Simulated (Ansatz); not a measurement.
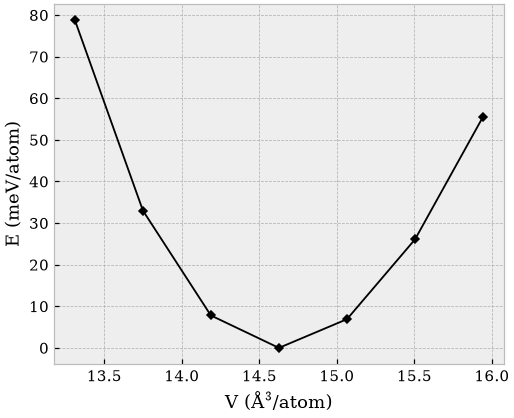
Fig. 1. ScPd3C (anti-perovskite, Pm-3m) under volume change, r²SCAN in the plane-wave PAW code Ansatz, scaled uniformly.

Question: What does a third-order Birch–Murnaghan fit give for V₀, B₀ and B′?

Answer: V₀ = 14.63 Å³/atom, B₀ = 177 GPa, B′ = 4.8.

The start of the workflow was typed in or built on a structure type; neither database checked (COD, Materials Project) lists it. Its standing as an ambient phase is unchecked. The r²SCAN relaxation kept the symmetry of its start; whether a distortion lowers the energy is not shown. No spin polarisation was allowed.

Potentials: the earlier of the program's two PAW sets.
